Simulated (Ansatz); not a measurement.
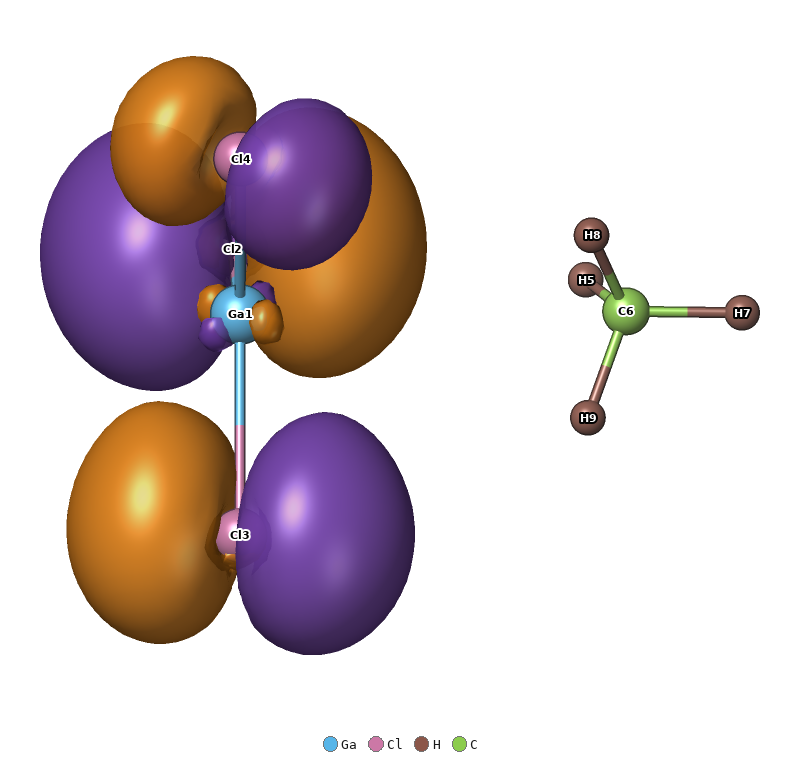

*Cl₃Ga···CH₄. The HOMO−1 at ±0.08 Å⁻³ᐟ² (orange and purple are the two phases), seen at a tilt.*

These are results of RHF/def2-SVP (Ansatz), not measurements.

The calculation's input:

```
crystal:
  periodic: [false, false, false]
  atoms:
    - { symbol: Ga, position_ang: [-0.813666, -0.219029, -1.619486] }
    - { symbol: Cl, position_ang: [0.814213, 1.155447, -2.181444] }
    - { symbol: Cl, position_ang: [-0.519985, -2.31619, -1.802758] }
    - { symbol: Cl, position_ang: [-2.662834, 0.579889, -0.941179] }
    - { symbol: H, position_ang: [0.965607, 0.683142, 0.411599] }
    - { symbol: C, position_ang: [0.631383, 0.162893, 1.30015] }
    - { symbol: H, position_ang: [1.442896, 0.154809, 2.02658] }
    - { symbol: H, position_ang: [-0.228234, 0.673681, 1.733339] }
    - { symbol: H, position_ang: [0.37052, -0.874542, 1.073198] }
basis:
  gaussian: { orbitals: def2-SVP }
hamiltonian:
  xc: hf
relax:
  f_tol: 0.03
  max_steps: 50
output:
  orbitals: {}
```

Launched as:

```sh
ansatz run input.yaml --threads 2 --pin off --max-ram 3072MiB --backend cpu --events-out ev --progress --plain --runs-dir out
```

The fields are those of the relaxed geometry.

### Where does this orbital lie, and at what energy?

Its weight (Hirshfeld) is mainly on Cl3 (about 45 %), Cl4 (about 35 %), Cl2 (about 30 %) and Ga1 (about 5 %); largely a combination of lone pairs on Cl3, Cl4 and Cl2. Its energy is −12.96 eV.
